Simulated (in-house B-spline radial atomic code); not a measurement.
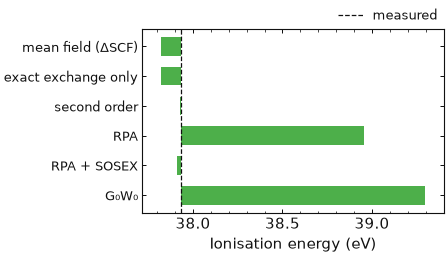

*Ionisation energy of B²⁺ ([He] 2s → 1s²). All-electron spherical atom, scalar X2C, exchange-only OEP start, no spin-orbit coupling, Breit or QED terms; computed with a B-spline radial code. Differences of total energies, each species on its own start, beside the G₀W₀ level.*

| Method | Ionisation energy (eV) |
| --- | --- |
| mean field (ΔSCF) | 37.82 |
| exact exchange only | 37.82 |
| second order | 37.93 |
| RPA | 38.96 |
| RPA + SOSEX | 37.91 |
| G₀W₀ | 39.30 |

The values run from 37.82 eV (mean field (ΔSCF) and exact exchange only) to 39.30 eV (G₀W₀). The measured value is 37.93 eV; nearest to it come second order (−0.00) and RPA + SOSEX (−0.02), furthest G₀W₀ (+1.37 eV).

**Run report: B²⁺, RPA and GW calculation**

B²⁺, configuration [He] 2s1. Computed at this level: RPA, second-order and SOSEX correlation energies and G0W0 (contour deformation) on a scalar-relativistic (spin-free one-electron X2C) mean field, all electrons, B-spline basis (in-house B-spline radial atomic code).

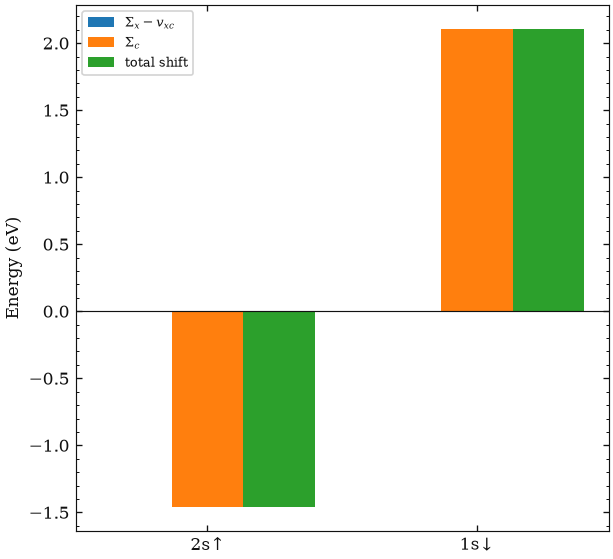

*Parts of the G₀W₀ correction to each level for B²⁺ ([He] 2s). The quasi-particle equation is solved at full frequency; levels of low quasi-particle weight Z are left out. Σ columns are in eV, and Σc holds an estimate for the angular momenta beyond the basis.*

G₀W₀ moves the highest occupied level, 2s↑, from −37.83 to −39.30 eV (renormalisation factor Z = 0.92); the measured removal energy is 37.93 eV, so the error is +1.37 eV.

| Level | Mean field (eV) | Σx − vxc (eV) | Σc (eV) | Z | G₀W₀ (eV) |
| --- | --- | --- | --- | --- | --- |
| 2s↑ | −37.83 | 0.00 | −1.46 | 0.92 | −39.30 |
| 1s↓ | −238.85 | 0.00 | 2.11 | 0.94 | −236.74 |

These pictures come from the run below.

Input file:
```
Z = 5
electrons = 3.0
configuration = [He] 2s1
hamiltonian = x2c
method = oep
lmax = 9
rms_radius = 2.406
spin_polarised = True
box_radius = 17.55
intervals = 106
ion_configuration = 1s2
```

The run was one of a batch that the task file lists, launched with:
```bash
python <driver script> task.json out
```

The program writes its results to a structured record and prints no log; tables and figures of this report are taken from that record.

Results in brief:

- outcome: converged
- mean-field total energy: −23.38235 hartree
- total energy with exact exchange alone: −23.38235 hartree
- exact exchange energy: −3.23216 hartree
- RPA correlation, extrapolated in the angular momentum of the empty orbitals: −0.13132 hartree
- RPA correlation, as summed: −0.13116 hartree
- direct second-order term: −0.15195 hartree
- second-order exchange term: 0.10075 hartree
- SOSEX term: 0.08327 hartree
- hardware: 1 thread of Intel Xeon (Sapphire Rapids), 16 GiB of memory available, shared host
- wall time: 2.7 s

Notes:

Caveats: empty minority-spin level lies below the highest occupied level: each spin potential is zero at infinity, spin occupations fixed.
